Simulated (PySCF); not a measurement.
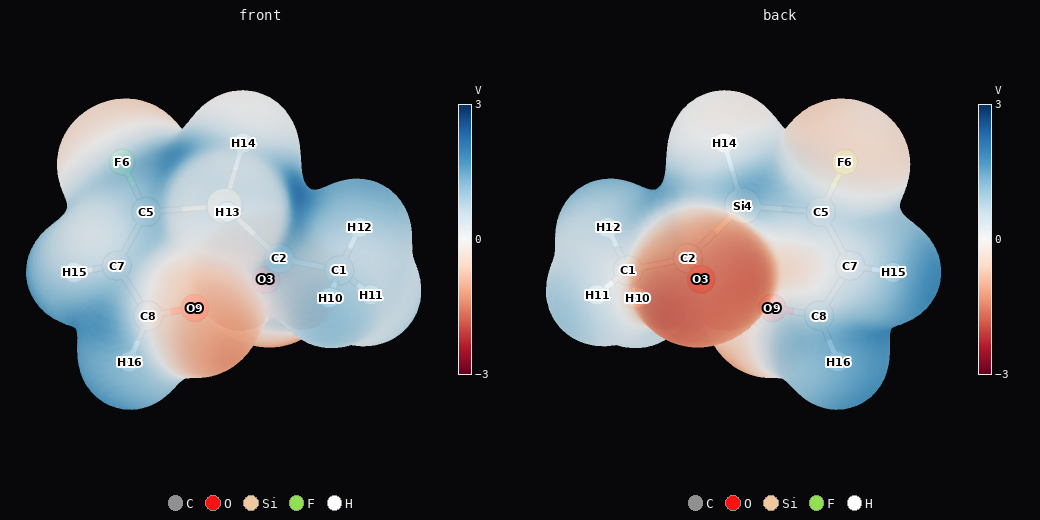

Figure. C5H7FO2Si (SMILES CC(=O)[SiH2]/C(F)=C\C=O). The molecular electrostatic potential painted on the density surface at 0.004 e/bohr³, seen from the front and from behind; the colour scale runs from red (negative) to blue (positive).

Geometry: GFN2-xTB.

These are results of PBE0/pcSseg-1, SCF density, gas phase, non-relativistic in PySCF, not measurements.

```xyz
16

C    -1.2073   -2.2371    0.3551
C    -1.0312   -0.8439   -0.1693
O    -1.9258   -0.0375   -0.2102
Si    0.7644   -0.4406   -0.7824
C     0.8830    1.4397   -1.0035
F     1.0998    1.9202   -2.2271
C     0.6738    2.2808    0.0247
C     0.4349    1.6299    1.2769
O     0.5388    0.4164    1.4046
H    -0.6270   -2.3129    1.2723
H    -2.2530   -2.4550    0.5612
H    -0.8020   -2.9504   -0.3578
H     1.8432   -1.0848   -0.0509
H     0.8064   -0.9205   -2.1823
H     0.6496    3.3553   -0.0570
H     0.1450    2.2495    2.1345
```

Describe the electrostatic potential map.

The most negative region (about −1.8 V) lies over O3, the most positive (about +1.9 V) over Si4. O3 is the likeliest acceptor of a hydrogen bond.

What dipole moment does the calculation give?

Its dipole moment is 1.84 D.
